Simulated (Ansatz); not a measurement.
# C₂H₈Si: what the fields show

```xyz
11

Si    0.0597   -0.1017    0.1205
H     0.2332   -0.3588    1.6092
C     1.7846    0.0880   -0.7046
H     2.3724   -0.8382   -0.5891
H     1.6778    0.2991   -1.7820
H     2.3482    0.9159   -0.2435
H    -0.7159    1.1984   -0.0221
C    -0.9463   -1.5380   -0.6648
H    -1.9308   -1.6365   -0.1775
H    -1.1086   -1.3539   -1.7406
H    -0.4071   -2.4943   -0.5538
```

Level of theory: RKS PBE-D4/6-31G (Ansatz).

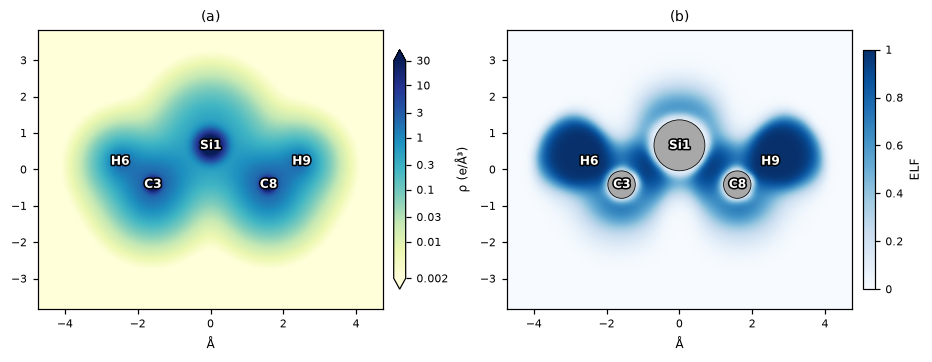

Figure 1. (a) total electron density; (b) ELF on the plane of atoms C3, Si1 and C8. Grey discs cover the atomic cores in the ELF map.

**Read the bonding off the picture.**

The plane passes through Si, C and H nuclei. C–Si (1.92 Å): the density is about 0.78 e/Å³ at the midpoint; the ELF peaks at about 0.95 between the atoms, as expected for a covalent bond. C–H (1.10 Å): the density is about 1.8 e/Å³ at the midpoint; the ELF climbs to about 1 towards the hydrogen, as it does in any bond to H; a covalent bond by its length.

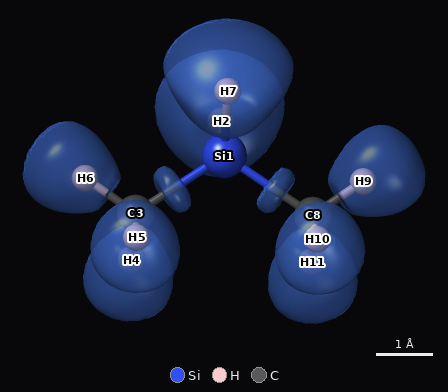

Figure 2. Isosurface of the ELF at 0.85 (blue), seen at a tilt. Only the valence region is drawn (cores and ρ < 0.01 e/Å³ removed).

**What do the ELF domains correspond to?**

At this value the surface marks out two regions between bonded C–Si atoms (shared pairs) and eight regions around hydrogen nuclei.

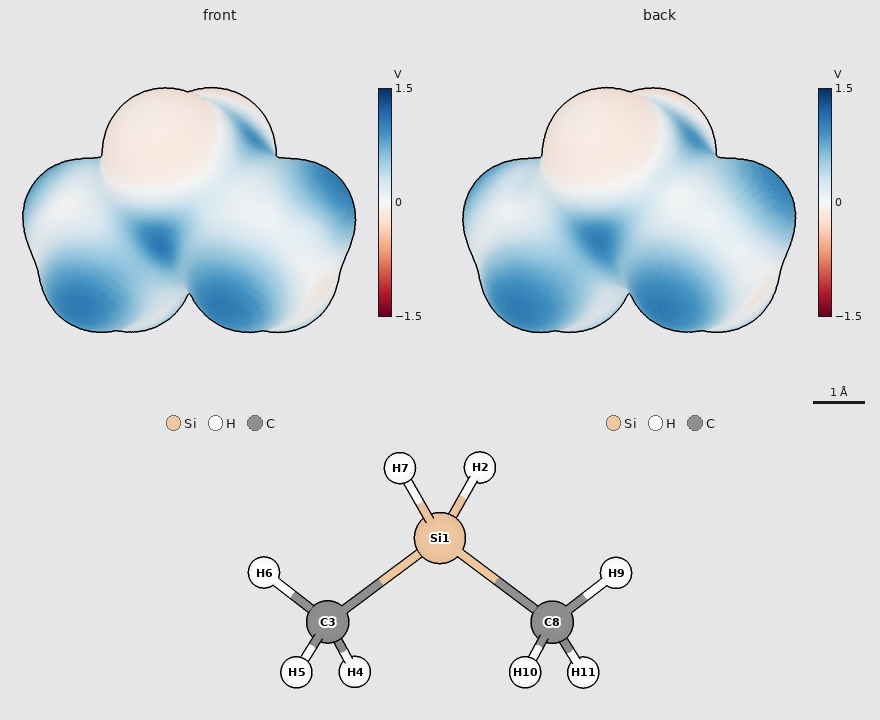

Figure 3. The molecular electrostatic potential painted on the density surface at 0.004 e/bohr³, seen from the front and from behind; red is negative and blue positive. The bare structure is drawn below in the same view.

**Describe the electrostatic potential map.**

The most negative region (about −0.2 V) lies over H2 and H7, the most positive (about +1.0 V) over the H and Si atoms.
